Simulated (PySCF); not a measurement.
# C4H17NSi3: the cost of one run

Computed with PySCF 2.14.0, with density-fitted response routines of our own, on a single molecule, in the gas phase or a continuum. Atoms are numbered from 0 throughout.

### Step 1. The starting structure

25 atoms, charge 0, multiplicity 1; geometry from: GFN2-xTB. The atoms were then displaced at random by about 0.01 Å, so the start is not that level's minimum.

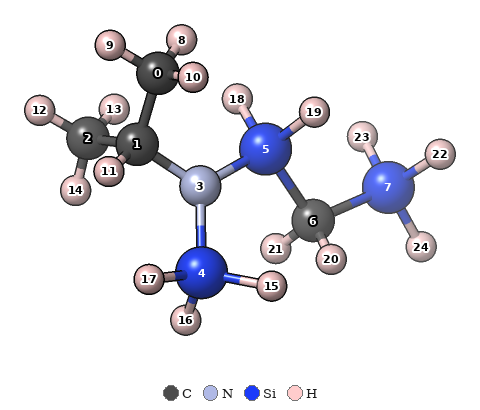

As it starts; carbon dark grey, nitrogen light blue, silicon blue, hydrogen pink, atoms numbered.

### Step 2. Geometry optimisation at PBE0-D3(BJ)/def2-SVP

What the job is given:

```
{"job": {"xc": "PBE0", "basis": "def2-SVP", "d3": "d3bj", "grid": 1, "shake": 0.01, "kind": "geom"}, "charge": 0, "multiplicity": 1}
C     -2.242760     0.759860     1.384590
C     -1.996680     0.025370     0.081680
C     -2.194670     0.936300    -1.139710
N     -0.641520    -0.589760     0.078590
Si    -0.531940    -2.246330    -0.453430
Si     0.711510     0.355020     0.532940
C      2.261470    -0.317170    -0.342920
Si     3.857740     0.614060     0.087390
H     -1.619720     1.660220     1.481320
H     -3.302800     1.111280     1.417140
H     -2.087090     0.133190     2.240880
H     -2.727830    -0.772350     0.015270
H     -3.218310     1.336620    -1.173210
H     -1.498440     1.776770    -1.080400
H     -1.987680     0.365900    -2.041840
H      0.371760    -2.937410     0.472060
H     -0.023920    -2.307480    -1.822730
H     -1.876020    -2.825010    -0.378740
H      0.529170     1.748580     0.151810
H      0.878510     0.288750     1.999770
H      2.359670    -1.367910    -0.108310
H      2.106890    -0.291560    -1.430140
H      4.119900     0.516640     1.505480
H      3.720480     2.025250    -0.278740
H      4.984690     0.013230    -0.642040
```

Run with:

```console
$ OMP_NUM_THREADS=1 python probes_run.py task.json out
```

This one command runs all jobs of the session in turn.

Q: Estimate the wall time and peak memory of this first job on 1 thread of Intel Xeon Platinum 8375C at 2.90GHz, shared host.

About 4.2 min, with a peak of 0.94 GiB.
